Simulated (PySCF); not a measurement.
# SO2F2: one change and its effect

System: SO2F2, SMILES O=S(=O)(F)F.
Method of the first run: GIAO LDA/pcSseg-2 NMR shielding, non-relativistic, gas phase (PySCF 2.14.0).

The geometry comes from this level: PBE0-D3(BJ)/def2-SVP. Text and figures count atoms from 1; the logs count them from 0 in places.

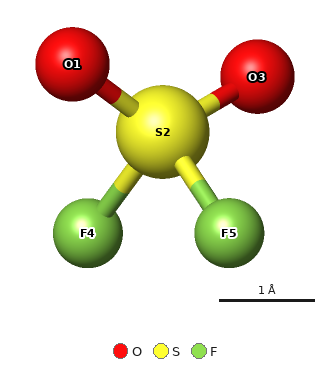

**Figure 1.** The input geometry (ball-and-stick view, seen at a tilt; atoms are numbered from 1 in the order of the input).

## The input, the first run
```
{"job": {"kind": "nmr", "xc": "LDA", "basis": "pcSseg-2", "pop": false}, "charge": 0, "multiplicity": 1}
O      0.888682    -0.628035    -1.060122
S      0.149425    -0.085218     0.029165
O      0.519555    -0.150889     1.402767
F     -1.338066    -0.587779    -0.101419
F     -0.188644     1.416057    -0.309418
```

The first line tells a small driver script what to run in PySCF; the rest is the geometry in Å.

Launched with:
```bash
OMP_NUM_THREADS=1 python <driver script> task.json out
```

Hardware: 1 CPU thread, shared host.

## Output (the first run)
```
coarse grid: 5968 points
cycle   1  E = -744.5710017227  dE =  1.500e+00  |g| = 1.342e+00  |ddm| = 2.213e+00
cycle   2  E = -742.7108936341  dE =  1.860e+00  |g| = 3.508e+00  |ddm| = 2.714e+00
cycle   3  E = -744.8195853763  dE = -2.109e+00  |g| = 5.292e-01  |ddm| = 2.167e+00
cycle   4  E = -744.8538175483  dE = -3.423e-02  |g| = 2.627e-01  |ddm| = 3.384e-01
cycle   5  E = -744.8637194047  dE = -9.902e-03  |g| = 4.552e-02  |ddm| = 1.144e-01
cycle   6  E = -744.8640894283  dE = -3.700e-04  |g| = 1.231e-02  |ddm| = 3.199e-02
cycle   7  E = -744.8641189988  dE = -2.957e-05  |g| = 1.086e-03  |ddm| = 7.076e-03
cycle   8  E = -744.8641189129  dE =  8.583e-08  |g| = 1.238e-03  |ddm| = 1.026e-03
final grid: 57376 points
cycle   9  E = -744.8488001128  dE = -1.091e-05  |g| = 4.999e-03  |ddm| = 9.524e-03
cycle  10  E = -744.8487682219  dE =  3.189e-05  |g| = 1.431e-02  |ddm| = 9.183e-03
cycle  11  E = -744.8488041309  dE = -3.591e-05  |g| = 1.072e-03  |ddm| = 7.105e-03
cycle  12  E = -744.8488042620  dE = -1.311e-07  |g| = 5.771e-04  |ddm| = 7.357e-04
cycle  13  E = -744.8488043106  dE = -4.864e-08  |g| = 1.464e-04  |ddm| = 2.850e-04
cycle  14  E = -744.8488043142  dE = -3.599e-09  |g| = 2.684e-05  |ddm| = 9.179e-05
cycle  15  E = -744.8488043143  dE = -1.139e-10  |g| = 4.702e-06  |ddm| = 1.295e-05
converged SCF energy = -744.8488043143

GIAO shielding tensors (ppm)
atom      isotropic    diamagn.    paramagn.     s11        s22        s33       span
  0 O       70.326     392.091    -321.765      5.990     45.970    159.018    153.028
  1 S      143.101    1047.004    -903.904    -50.890     -9.807    489.999    540.889
  2 O       70.291     392.123    -321.831      5.840     45.864    159.171    153.331
  3 F       76.571     469.979    -393.409    -57.010    -41.874    328.596    385.606
  4 F       76.424     469.985    -393.561    -57.284    -42.129    328.683    385.967
```

For the second run the input was changed thus:
```diff
-"xc": "LDA"
+"xc": "HF"
```

What does this change do to the results?

The total energies belong to different methods, so their difference says nothing on which is more stable or more accurate. The HOMO goes from −9.28 to −15.27 eV. The LUMO goes from −2.25 to 4.56 eV. The dipole moment goes from 0.83 to 1.00 D. Of all shieldings, the largest change is that of F5, by +85.0 ppm. The method changes from LDA to HF. Exact exchange removes part of the self-interaction error of semilocal functionals, which pushes filled and empty levels apart. The SCF takes 10 iterations against 15.

## Output (the second run)
```
final grid: 57376 points
cycle   1  E = -746.0229913396  dE =  1.613e+00  |g| = 1.124e+00  |ddm| = 2.128e+00
cycle   2  E = -746.1353773728  dE = -1.124e-01  |g| = 8.324e-01  |ddm| = 1.001e+00
cycle   3  E = -746.2454773234  dE = -1.101e-01  |g| = 7.569e-02  |ddm| = 4.533e-01
cycle   4  E = -746.2466009016  dE = -1.124e-03  |g| = 2.585e-02  |ddm| = 4.854e-02
cycle   5  E = -746.2467624962  dE = -1.616e-04  |g| = 8.531e-03  |ddm| = 1.876e-02
cycle   6  E = -746.2467788559  dE = -1.636e-05  |g| = 2.291e-03  |ddm| = 4.700e-03
cycle   7  E = -746.2467817127  dE = -2.857e-06  |g| = 6.008e-04  |ddm| = 2.807e-03
cycle   8  E = -746.2467818817  dE = -1.690e-07  |g| = 1.478e-04  |ddm| = 6.895e-04
cycle   9  E = -746.2467818929  dE = -1.118e-08  |g| = 3.060e-05  |ddm| = 2.180e-04
cycle  10  E = -746.2467818935  dE = -5.559e-10  |g| = 9.872e-06  |ddm| = 4.647e-05
converged SCF energy = -746.2467818935

GIAO shielding tensors (ppm)
atom      isotropic    diamagn.    paramagn.     s11        s22        s33       span
  0 O      133.752     391.050    -257.298     74.062    118.528    208.667    134.604
  1 S      186.469    1042.523    -856.055     16.859     32.798    509.748    492.889
  2 O      133.710     391.083    -257.373     73.922    118.427    208.782    134.860
  3 F      161.497     469.109    -307.612     44.355     57.721    382.415    338.060
  4 F      161.390     469.116    -307.725     44.135     57.536    382.500    338.365
```

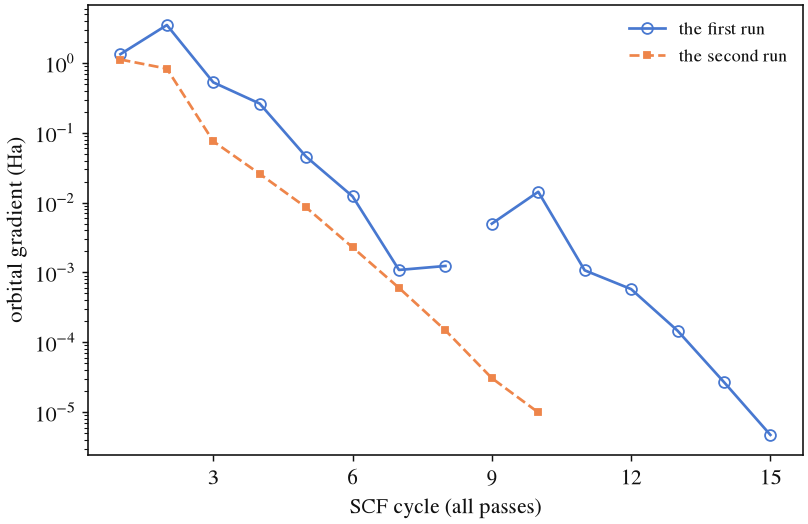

**Figure 2.** Convergence of the two runs: orbital gradient against the SCF cycle. A break in a curve parts two SCF passes (coarse and final grid). The first run takes 15 cycles in all, and the second run takes 10.

## The two runs side by side

```tsv
quantity	the first run	the second run
outcome	converged	converged
total energy (hartree)	−744.848804	−746.246782
HOMO (eV)	−9.28	−15.27
LUMO (eV)	−2.25	4.56
dipole moment (D)	0.83	1.00
shielding of O1 (ppm)	70.3	133.8
shielding of S2 (ppm)	143.1	186.5
shielding of O3 (ppm)	70.3	133.7
shielding of F4 (ppm)	76.6	161.5
shielding of F5 (ppm)	76.4	161.4
SCF iterations	15	10
basis functions	187	187
wall time (shared host)	12 s	5.3 s
```
